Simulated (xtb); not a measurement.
Molecular dynamics, with input and output: C₂H₂FGa (charge −1) (part 2 of 2)

Continued. System: C₂H₂FGa, charge −1, multiplicity 2. Method: GFN2-xTB (xtb 6.7.1). The geometry comes from this level: GFN2-xTB. The settings are looser than a standard set-up, so the numbers are not reference values.

### Trajectory as extended XYZ (Å, eV, eV/Å), 25 frames, from step=0 to step=24
```
6
Properties=species:S:1:pos:R:3 step=0 time_fs=0.0 energy=-309.38054
C    -0.3991    0.9093   -1.6106
C    -0.1305    0.3760   -0.5623
Ga    0.2996   -0.5290    1.1127
F    -0.0613   -2.2234    1.2159
H    -0.6363    1.3786   -2.5253
H     0.9276    0.0884    2.3696
6
Properties=species:S:1:pos:R:3 step=1 time_fs=20.0 energy=-309.91410
C    -0.3410    0.9933   -1.7435
C    -0.1808    0.4821   -0.6726
Ga    0.2639   -0.5182    1.1138
F    -0.0130   -2.3903    1.3147
H    -0.7568    1.5532   -2.4543
H     2.4970   -0.0463    3.2031
6
Properties=species:S:1:pos:R:3 step=2 time_fs=40.0 energy=-309.59159
C    -0.3969    1.1977   -1.9642
C    -0.2356    0.5674   -0.8962
Ga    0.2525   -0.5060    1.1709
F     0.0087   -2.6164    1.3817
H    -0.2762    1.5486   -2.8764
H     3.7241   -0.0818    3.7037
6
Properties=species:S:1:pos:R:3 step=3 time_fs=60.0 energy=-309.45204
C    -0.3475    1.3202   -2.1714
C    -0.3253    0.6665   -1.0845
Ga    0.2434   -0.5232    1.2281
F     0.0300   -2.7130    1.4213
H    -0.4266    1.8531   -3.0621
H     4.5944   -0.0097    3.9055
6
Properties=species:S:1:pos:R:3 step=4 time_fs=80.0 energy=-309.48499
C    -0.3127    1.3753   -2.2693
C    -0.3581    0.7525   -1.1974
Ga    0.2241   -0.5784    1.2566
F     0.0600   -2.6193    1.4431
H    -0.5229    2.0583   -3.1266
H     5.4369    0.1594    4.0981
6
Properties=species:S:1:pos:R:3 step=5 time_fs=100.0 energy=-309.39394
C    -0.3656    1.4210   -2.2396
C    -0.3047    0.7858   -1.2254
Ga    0.1953   -0.6495    1.2515
F     0.0927   -2.4073    1.4550
H    -0.0701    1.8025   -3.2854
H     6.3684    0.3931    4.3614
6
Properties=species:S:1:pos:R:3 step=6 time_fs=120.0 energy=-309.46254
C    -0.2874    1.3476   -2.1784
C    -0.2704    0.7951   -1.1396
Ga    0.1627   -0.6560    1.2105
F     0.1110   -2.3671    1.4843
H    -0.5413    1.9942   -3.0892
H     7.4156    0.6606    4.7057
6
Properties=species:S:1:pos:R:3 step=7 time_fs=140.0 energy=-309.90502
C    -0.2897    1.2808   -2.0356
C    -0.1818    0.7239   -0.9752
Ga    0.1287   -0.5820    1.1352
F     0.1152   -2.5587    1.5387
H    -0.4423    1.8414   -2.9770
H     8.5669    0.9522    5.1179
6
Properties=species:S:1:pos:R:3 step=8 time_fs=160.0 energy=-309.77557
C    -0.3108    1.2026   -1.8424
C    -0.0750    0.6054   -0.7677
Ga    0.0935   -0.5113    1.0487
F     0.1134   -2.6955    1.5712
H    -0.2156    1.5532   -2.8363
H     9.8007    1.2696    5.5783
6
Properties=species:S:1:pos:R:3 step=9 time_fs=180.0 energy=-309.50173
C    -0.2430    1.0884   -1.7455
C    -0.0083    0.5586   -0.6298
Ga    0.0606   -0.4930    0.9997
F     0.1051   -2.6846    1.5561
H    -0.6803    1.6676   -2.4493
H    11.1017    1.6111    6.0732
6
Properties=species:S:1:pos:R:3 step=10 time_fs=200.0 energy=-309.94489
C    -0.3266    1.1149   -1.7725
C     0.1394    0.6461   -0.7511
Ga    0.0318   -0.5554    1.0390
F     0.0907   -2.5385    1.4890
H    -0.5251    1.5088   -2.6561
H    12.4576    1.9720    6.5949
6
Properties=species:S:1:pos:R:3 step=11 time_fs=220.0 energy=-309.83202
C    -0.3744    1.1531   -1.8730
C     0.2856    0.7776   -0.9561
Ga    0.0018   -0.6372    1.1116
F     0.0752   -2.3620    1.3936
H    -0.7116    1.4528   -2.7750
H    13.8513    2.3440    7.1369
6
Properties=species:S:1:pos:R:3 step=12 time_fs=240.0 energy=-309.78410
C    -0.3473    1.1603   -1.9976
C     0.3563    0.8347   -1.0758
Ga   -0.0279   -0.6433    1.1638
F     0.0709   -2.4070    1.3149
H    -1.1568    1.5794   -2.5439
H    15.2733    2.7219    7.6959
6
Properties=species:S:1:pos:R:3 step=13 time_fs=260.0 energy=-309.80148
C    -0.3863    1.1968   -1.9896
C     0.3744    0.7680   -1.1111
Ga   -0.0516   -0.5852    1.1850
F     0.0745   -2.6169    1.2487
H    -0.7663    1.4967   -3.0112
H    16.7164    3.1041    8.2686
6
Properties=species:S:1:pos:R:3 step=14 time_fs=280.0 energy=-309.80043
C    -0.2849    1.1641   -1.9952
C     0.2278    0.6305   -0.9788
Ga   -0.0640   -0.5377    1.1715
F     0.0681   -2.7146    1.1836
H    -0.6942    1.7016   -2.9370
H    18.1731    3.4901    8.8507
6
Properties=species:S:1:pos:R:3 step=15 time_fs=300.0 energy=-310.01072
C    -0.1276    1.0827   -1.8864
C    -0.0226    0.4763   -0.8071
Ga   -0.0671   -0.5264    1.1291
F     0.0479   -2.6298    1.1218
H    -0.4416    1.7414   -2.7642
H    19.6376    3.8788    9.4386
6
Properties=species:S:1:pos:R:3 step=16 time_fs=320.0 energy=-310.08705
C    -0.0502    1.0204   -1.7075
C    -0.2510    0.3418   -0.7400
Ga   -0.0665   -0.5503    1.0955
F     0.0196   -2.4192    1.0514
H     0.4019    1.3827   -2.6294
H    21.1046    4.2687   10.0292
6
Properties=species:S:1:pos:R:3 step=17 time_fs=340.0 energy=-310.06571
C     0.1394    0.9073   -1.5976
C    -0.5399    0.2685   -0.8524
Ga   -0.0623   -0.5672    1.1105
F    -0.0108   -2.2727    0.9504
H     0.4137    1.6231   -2.3190
H    22.5711    4.6586   10.6207
6
Properties=species:S:1:pos:R:3 step=18 time_fs=360.0 energy=-310.03750
C     0.2053    0.8417   -1.4771
C    -0.7234    0.2054   -1.0131
Ga   -0.0616   -0.5211    1.1419
F    -0.0376   -2.3682    0.8168
H     0.8214    1.3845   -2.0720
H    24.0349    5.0477   11.2122
6
Properties=species:S:1:pos:R:3 step=19 time_fs=380.0 energy=-309.79776
C     0.2220    0.7886   -1.4340
C    -0.7642    0.1455   -0.9989
Ga   -0.0765   -0.4704    1.1530
F    -0.0590   -2.4878    0.6954
H     1.0948    1.0867   -1.8278
H    25.4948    5.4358   11.8030
6
Properties=species:S:1:pos:R:3 step=20 time_fs=400.0 energy=-309.93000
C     0.2875    0.6689   -1.4348
C    -0.7033    0.1424   -0.8223
Ga   -0.1092   -0.4629    1.1372
F    -0.0738   -2.4723    0.6272
H     0.6854    1.3593   -2.1242
H    26.9510    5.8231   12.3931
6
Properties=species:S:1:pos:R:3 step=21 time_fs=420.0 energy=-310.01415
C     0.2135    0.6768   -1.5305
C    -0.5154    0.1752   -0.6452
Ga   -0.1478   -0.5076    1.1222
F    -0.0848   -2.3304    0.6169
H     0.7696    0.9003   -2.4555
H    28.4010    6.2091   12.9813
6
Properties=species:S:1:pos:R:3 step=22 time_fs=440.0 energy=-310.15776
C     0.1885    0.6656   -1.7573
C    -0.4208    0.3645   -0.7572
Ga   -0.1779   -0.5769    1.1753
F    -0.0937   -2.2145    0.6166
H     0.7566    1.0092   -2.6615
H    29.8431    6.5929   13.5669
6
Properties=species:S:1:pos:R:3 step=23 time_fs=460.0 energy=-310.01590
C     0.2022    0.6917   -1.9763
C    -0.3388    0.5625   -0.9327
Ga   -0.2104   -0.5981    1.2552
F    -0.0930   -2.3006    0.5613
H     0.4242    1.0528   -3.0296
H    31.2756    6.9742   14.1490
6
Properties=species:S:1:pos:R:3 step=24 time_fs=480.0 energy=-309.89783
C     0.1072    0.7865   -2.1502
C    -0.1747    0.6569   -0.9960
Ga   -0.2453   -0.5920    1.3049
F    -0.0899   -2.4407    0.5062
H     0.5476    0.6373   -3.1777
H    32.6983    7.3527   14.7277
```

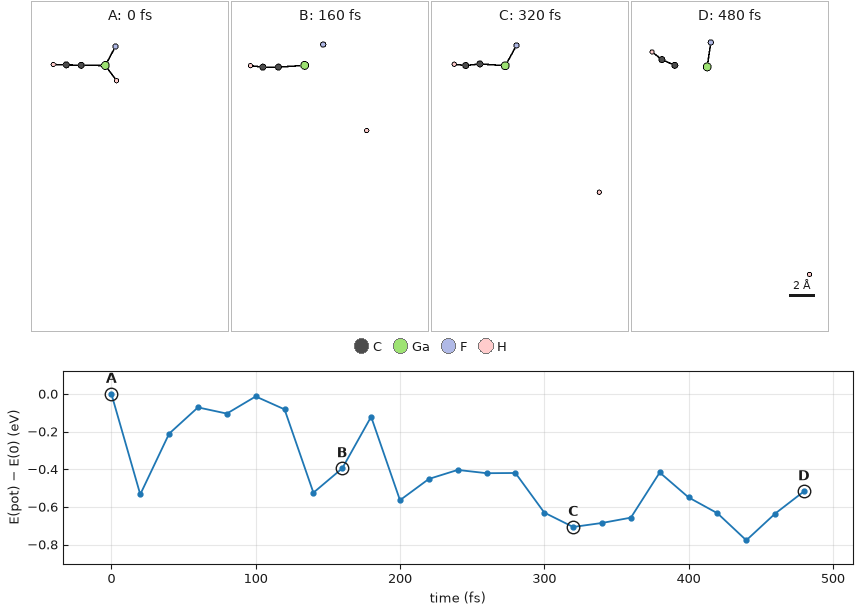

*Frames of the molecular dynamics (ball-and-stick, seen on its broad side) above the curves, on which the letters mark them.*

The trajectory kept here has 25 frames over 480 fs. The potential energy ends 0.517 eV below its first value. After an unweighted best fit of the last frame on the first, the root-mean-square displacement is 12.72 Å, and H6 has moved furthest (28.30 Å).

This output came from the following input.

### Input (geo.gen)
```
6 C
 C Ga F H
   1  1     -0.39909000      0.90935000     -1.61061000
   2  1     -0.13050000      0.37602000     -0.56227000
   3  2      0.29963000     -0.52900000      1.11266000
   4  3     -0.06132000     -2.22338000      1.21589000
   5  4     -0.63635000      1.37858000     -2.52531000
   6  4      0.92762000      0.08843000      2.36964000
```

### File input.inp
```
$chrg -1
$spin 1
$md
   temp=300
   time=0.5
   step=0.5
   dump=20.0
   hmass=1
   shake=0
$end
```

Launched with:
```bash
xtb geo.gen --gfn2 --etemp 7000 --input input.inp --md | tee out.txt
```

### Summary

```csv
quantity,value
outcome,finished
trajectory,"25 frames kept, 480 fs"
electrons treated,21
potential energy (first step),−11.369525 hartree
dispersion energy (first step),−0.003126 hartree
basis functions (first step),24
hardware,"1 thread of Arm Neoverse V1, 24 GiB of memory available, shared host"
wall time,1.9 s
peak memory,0.072 GiB
```

Settings chosen away from the usual ones: method = gfn2-xtb; task = md; x = {"md_temperature": 300, "md_time": 0.5, "time_step": 0.5, "md_dump": 20.0, "hydrogen_mass": 1, "shake": 0, "etemp": 7000}; partner = anion. These settings are looser than, or depart from, a standard set-up, so the numbers are not reference values for this system. So short a trajectory is not equilibrated.
